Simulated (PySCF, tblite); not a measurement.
# C5H7FO3: a rotation path, then NMR shifts on frames

How do NMR shifts of C5H7FO3 (`CO[C@@H]1OC[C@@H](F)C1=O`) change as the atoms move?

Computed with tblite 0.8.0 and PySCF 2.14.0, with density-fitted response routines of our own, on a single molecule in the gas phase. Atoms are numbered from 0 throughout.

### 1 The starting structure

16 atoms, charge 0, multiplicity 1; geometry from: GFN2-xTB.

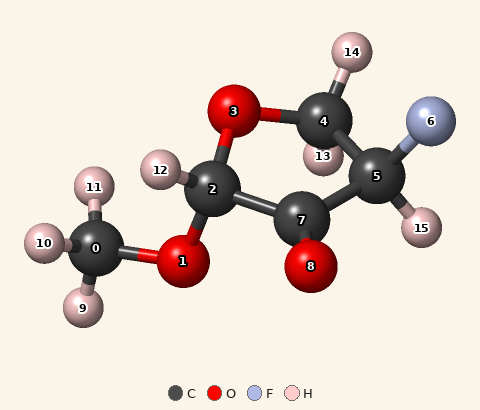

The starting geometry (carbon dark grey, oxygen red, fluorine light blue, hydrogen pink), atoms numbered.

### 2 The rotation path with GFN2-xTB

Job settings and geometry (Å):

```
{"job": {"kind": "neb", "xc": "GFN2-xTB", "basis": "xTB", "atoms": [7, 2, 1, 0], "turn": 120}, "charge": 0, "multiplicity": 1}
C      2.407186    -0.458512     0.459203
O      1.176335    -0.761014    -0.173092
C      0.441055     0.371433    -0.536403
O     -0.103776     1.050198     0.557539
C     -1.315148     0.407569     0.931092
C     -1.932317    -0.151129    -0.351130
F     -2.952756     0.646282    -0.811927
C     -0.761068    -0.139003    -1.345675
O     -0.783200    -0.448540    -2.493775
H      2.848115    -1.416985     0.721569
H      3.069605     0.082734    -0.223938
H      2.247152     0.141085     1.359345
H      1.058754     1.085725    -1.100610
H     -1.108193    -0.402073     1.640251
H     -1.952698     1.160346     1.395738
H     -2.346646    -1.159173    -0.244359
```

Method: GFN2-xTB climbing-image nudged elastic band, gas phase.

On the command line:

```bash
OMP_NUM_THREADS=1 python probes_run.py task.json out
```

This one command runs all jobs of the session in turn.

Log:

```text
image   E - E0 / eV
  0       0.0000
  1       0.0173
  2       0.0612
  3       0.1150
  4       0.1717
  5       0.2018
  6       0.1681
  7       0.1308
  8       0.1077
```

Run time: 14 s. Hardware: 1 thread of Intel Xeon at 2.50GHz, shared host; peak memory 0.19 GiB.

The final band, with the dihedral C7–C2–O1–C0:

```tsv
image	dihedral (°)	energy (eV)	energy (kcal/mol)
0	173	0.000	0.0
1	186	0.017	0.4
2	198	0.061	1.4
3	210	0.115	2.7
4	225	0.172	4.0
5	245	0.202	4.7
6	269	0.168	3.9
7	291	0.131	3.0
8	299	0.108	2.5
```

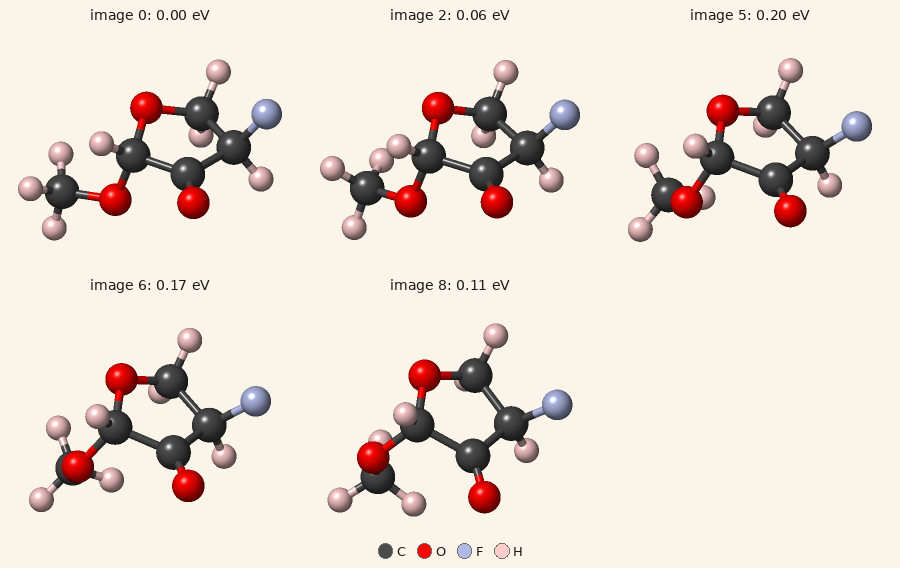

Images along the band.

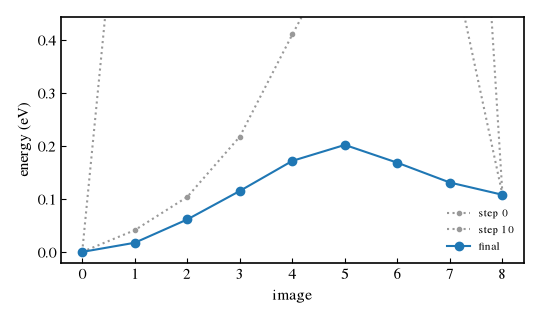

Energy along the band, early and final.

### 3 NMR shieldings: image 0, PBE0/pcSseg-1

Job settings and geometry (Å):

```
{"job": {"kind": "nmr", "xc": "PBE0", "basis": "pcSseg-1", "pop": false}, "charge": 0, "multiplicity": 1}
C      2.407200    -0.458500     0.459200
O      1.176300    -0.761000    -0.173100
C      0.441100     0.371400    -0.536400
O     -0.103800     1.050200     0.557500
C     -1.315100     0.407600     0.931100
C     -1.932300    -0.151100    -0.351100
F     -2.952800     0.646300    -0.811900
C     -0.761100    -0.139000    -1.345700
O     -0.783200    -0.448500    -2.493800
H      2.848100    -1.417000     0.721600
H      3.069600     0.082700    -0.223900
H      2.247200     0.141100     1.359300
H      1.058800     1.085700    -1.100600
H     -1.108200    -0.402100     1.640300
H     -1.952700     1.160300     1.395700
H     -2.346600    -1.159200    -0.244400
```

With the program's defaults for keys left out, this is: GIAO PBE0/pcSseg-1 NMR shielding, non-relativistic, gas phase.

Log:

```text
coarse grid: 14120 points
cycle   1  E = -519.2917197820  dE =  1.575e+00  |g| = 1.100e+00  |ddm| = 3.612e+00
cycle   2  E = -518.7083804064  dE =  5.833e-01  |g| = 2.103e+00  |ddm| = 2.328e+00
cycle   3  E = -519.4962441593  dE = -7.879e-01  |g| = 2.626e-01  |ddm| = 1.755e+00
cycle   4  E = -519.5070488555  dE = -1.080e-02  |g| = 1.158e-01  |ddm| = 2.630e-01
cycle   5  E = -519.5092497398  dE = -2.201e-03  |g| = 1.609e-02  |ddm| = 8.593e-02
cycle   6  E = -519.5093021584  dE = -5.242e-05  |g| = 5.586e-03  |ddm| = 1.566e-02
cycle   7  E = -519.5093077413  dE = -5.583e-06  |g| = 1.683e-03  |ddm| = 4.834e-03
final grid: 138872 points
cycle   8  E = -519.6030984567  dE = -1.956e-05  |g| = 1.774e-02  |ddm| = 3.021e-02
cycle   9  E = -519.6029771922  dE =  1.213e-04  |g| = 3.156e-02  |ddm| = 3.021e-02
cycle  10  E = -519.6031523194  dE = -1.751e-04  |g| = 3.880e-03  |ddm| = 2.121e-02
cycle  11  E = -519.6031550489  dE = -2.730e-06  |g| = 4.030e-04  |ddm| = 2.640e-03
cycle  12  E = -519.6031550738  dE = -2.488e-08  |g| = 1.753e-04  |ddm| = 4.356e-04
cycle  13  E = -519.6031550800  dE = -6.159e-09  |g| = 3.664e-05  |ddm| = 1.581e-04
cycle  14  E = -519.6031550802  dE = -1.996e-10  |g| = 1.726e-05  |ddm| = 3.875e-05
converged SCF energy = -519.6031550802

GIAO shielding tensors (ppm)
atom      isotropic    diamagn.    paramagn.     s11        s22        s33       span
  0 C      128.849     244.041    -115.192     94.102    109.152    183.293     89.190
  1 O      274.664     399.047    -124.383    205.599    292.277    326.115    120.516
  2 C       83.144     247.553    -164.410     56.859     95.208     97.363     40.504
  3 O      263.578     397.035    -133.457    233.989    242.660    314.084     80.095
  4 C      112.659     244.411    -131.752     82.945    104.237    150.794     67.850
  5 C       98.152     251.106    -152.954     65.224     96.006    133.227     68.003
  6 F      390.811     467.805     -76.994    343.197    405.528    423.707     80.510
  7 C      -23.510     250.149    -273.658   -101.994    -31.459     62.923    164.918
  8 O     -345.817     395.954    -741.771   -986.385   -436.313    385.247   1371.632
  9 H       27.936      28.268      -0.332     24.098     25.618     34.093      9.994
 10 H       28.462      28.395       0.068     24.466     26.181     34.740     10.274
 11 H       27.845      29.478      -1.633     23.235     26.687     33.612     10.377
 12 H       27.067      30.937      -3.869     22.927     27.002     31.273      8.345
 13 H       27.025      29.630      -2.605     22.468     26.606     32.001      9.533
 14 H       27.092      27.805      -0.713     23.570     25.948     31.759      8.189
 15 H       26.833      29.294      -2.461     22.914     27.850     29.735      6.821
```

It took 94 s on 1 thread of Intel Xeon at 2.50GHz, shared host; peak memory 0.84 GiB.

The references, computed at this level on geometries of the same kind, shield at (ppm): 1H TMS 31.72, 13C TMS 186.9, 19F CFCl3 170.9, 17O H2O 336.1. Their shielding less the atom's gives the shift. The references are single molecules in the gas phase, so shifts against H2O, NH3, PH3, H3PO4 or CFCl3 are not on the usual liquid scales and can be off by tens of ppm. Each atom is listed at this fixed geometry, with no averaging over motion; a spectrum would average atoms that exchange fast.

```tsv
atoms	environment	σ (ppm)	δ (ppm)
C7	ketone carbonyl carbon	-23.5	210.4
C2	sp3 carbon bearing two oxygens	83.1	103.8
C5	sp3 CH bonded to F, α to a carbonyl	98.2	88.8
C4	sp3 CH2 bonded to O	112.7	74.3
C0	methyl carbon bonded to O	128.8	58.1
H15	hydrogen on an sp3 CH bonded to F, α to a carbonyl	26.83	4.88
H13	hydrogen on an sp3 CH2 bonded to O	27.02	4.69
H12	hydrogen on an sp3 carbon bearing two oxygens	27.07	4.65
H14	hydrogen on an sp3 CH2 bonded to O	27.09	4.62
H11	hydrogen on a methyl carbon bonded to O	27.84	3.87
H9	hydrogen on a methyl carbon bonded to O	27.94	3.78
H10	hydrogen on a methyl carbon bonded to O	28.46	3.25
O8	ketone oxygen	-345.8	681.9
O3	ether oxygen	263.6	72.5
O1	ether oxygen	274.7	61.4
F6	fluorine on an sp3 carbon	390.8	-219.9
```

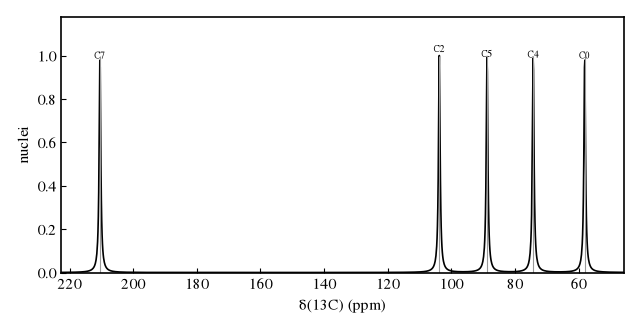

13C lines at the computed shifts, without couplings. Lines are broadened to a width of 0.61 ppm (Lorentzian).

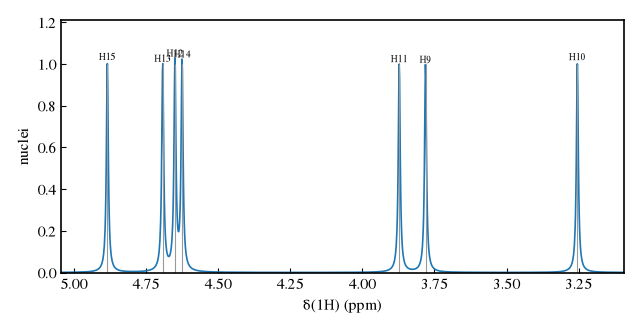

1H lines at the computed shifts, without couplings. Lines are broadened to a width of 0.01 ppm (Lorentzian).

Ring of atoms C2, O3, C4, C5, C7: NICS(0) 0.7, NICS(1) -1.7, NICS(1)zz -2.6 ppm (means of both faces). The ring holds saturated atoms, so no π current runs round it: these values come from its σ bonds, any local π bonds and neighbouring rings, and say nothing of aromaticity.

The fields below are evaluated on a grid from the run's orbitals.

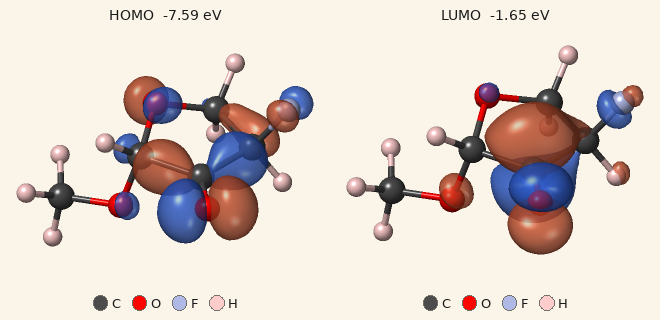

Frontier orbitals at PBE0/pcSseg-1; each surface holds 70 % of the orbital's density, blue and red mark the sign.

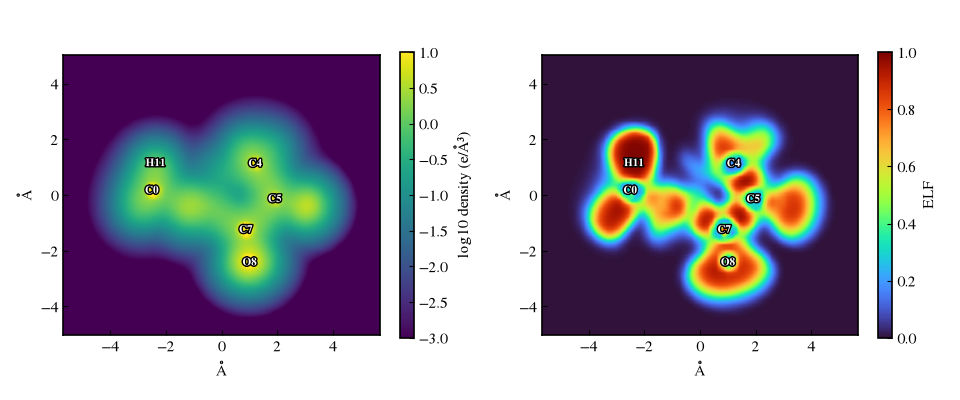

Density (left) and ELF (right) in a plane through or near 6 of the atoms.

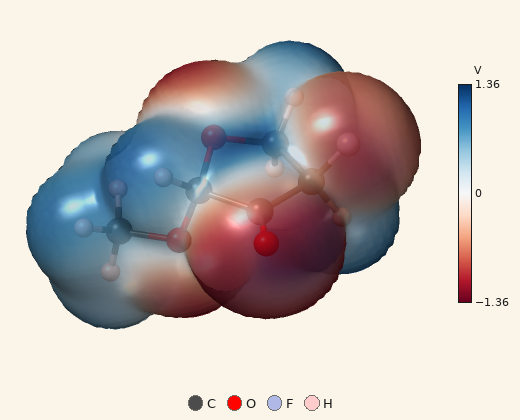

The potential that a unit positive charge feels on the 0.002 e/bohr³ surface, from -1.36 V near O8 to 1.26 V near H15.

### 4 Shielding tensors: image 2, PBE0/pcSseg-1

Job settings and geometry (Å):

```
{"job": {"kind": "nmr", "xc": "PBE0", "basis": "pcSseg-1", "pop": false}, "charge": 0, "multiplicity": 1}
C      2.204700    -0.485500     0.580300
O      1.207600    -0.719900    -0.398000
C      0.466400     0.422200    -0.746900
O      0.009000     1.142300     0.354300
C     -1.111300     0.453900     0.893000
C     -1.841800    -0.180500    -0.291000
F     -2.958700     0.538500    -0.639300
C     -0.798300    -0.134000    -1.421200
O     -0.942800    -0.466900    -2.553300
H      2.771600    -1.410800     0.644300
H      2.858300     0.341600     0.292300
H      1.753700    -0.259900     1.550800
H      1.049000     1.108300    -1.378500
H     -0.776200    -0.320000     1.594200
H     -1.726000     1.188500     1.412800
H     -2.173000    -1.208800    -0.110000
```

With the program's defaults for keys left out, this is: GIAO PBE0/pcSseg-1 NMR shielding, non-relativistic, gas phase.

Log:

```text
coarse grid: 14120 points
cycle   1  E = -519.2910717059  dE =  1.583e+00  |g| = 1.098e+00  |ddm| = 3.622e+00
cycle   2  E = -518.7100350622  dE =  5.810e-01  |g| = 2.100e+00  |ddm| = 2.331e+00
cycle   3  E = -519.4948549198  dE = -7.848e-01  |g| = 2.630e-01  |ddm| = 1.756e+00
cycle   4  E = -519.5057142929  dE = -1.086e-02  |g| = 1.152e-01  |ddm| = 2.603e-01
cycle   5  E = -519.5078872939  dE = -2.173e-03  |g| = 1.604e-02  |ddm| = 8.461e-02
cycle   6  E = -519.5079395939  dE = -5.230e-05  |g| = 5.384e-03  |ddm| = 1.553e-02
cycle   7  E = -519.5079449242  dE = -5.330e-06  |g| = 1.459e-03  |ddm| = 4.713e-03
final grid: 138872 points
cycle   8  E = -519.6014795364  dE = -1.977e-05  |g| = 1.778e-02  |ddm| = 2.877e-02
cycle   9  E = -519.6013591888  dE =  1.203e-04  |g| = 3.149e-02  |ddm| = 2.997e-02
cycle  10  E = -519.6015335947  dE = -1.744e-04  |g| = 3.920e-03  |ddm| = 2.116e-02
cycle  11  E = -519.6015363764  dE = -2.782e-06  |g| = 4.035e-04  |ddm| = 2.641e-03
cycle  12  E = -519.6015364015  dE = -2.513e-08  |g| = 1.702e-04  |ddm| = 4.379e-04
cycle  13  E = -519.6015364074  dE = -5.933e-09  |g| = 3.021e-05  |ddm| = 1.528e-04
cycle  14  E = -519.6015364076  dE = -1.407e-10  |g| = 1.584e-05  |ddm| = 3.591e-05
converged SCF energy = -519.6015364076

GIAO shielding tensors (ppm)
atom      isotropic    diamagn.    paramagn.     s11        s22        s33       span
  0 C      131.647     244.567    -112.920    100.992    112.725    181.225     80.233
  1 O      284.862     398.936    -114.074    226.786    282.021    345.778    118.992
  2 C       85.347     247.995    -162.647     60.261     96.908     98.872     38.611
  3 O      264.157     396.993    -132.836    237.318    249.120    306.031     68.713
  4 C      113.235     244.943    -131.708     82.693    105.775    151.237     68.543
  5 C       98.117     250.854    -152.737     65.597     94.995    133.760     68.163
  6 F      392.541     467.754     -75.213    345.525    407.780    424.317     78.791
  7 C      -21.493     250.627    -272.120   -102.386    -24.088     61.995    164.381
  8 O     -332.641     395.427    -728.069   -953.263   -430.217    385.556   1338.819
  9 H       27.969      28.318      -0.349     24.077     25.653     34.177     10.100
 10 H       28.550      28.585      -0.035     25.007     25.724     34.919      9.912
 11 H       28.128      30.131      -2.002     23.386     27.244     33.755     10.369
 12 H       26.891      30.112      -3.221     22.147     26.591     31.935      9.788
 13 H       27.140      30.135      -2.995     22.588     26.924     31.908      9.321
 14 H       27.120      28.061      -0.941     23.526     25.914     31.921      8.395
 15 H       26.758      29.359      -2.601     22.757     27.974     29.544      6.787
```

Wall time 70 s (1 thread of Intel Xeon at 2.50GHz, shared host); peak memory 0.86 GiB.

Key values: δ C7 208.4, C2 101.6, C5 88.8, C4 73.7, H15 4.96, H12 4.83 ppm.

[end of part 1 of 2]
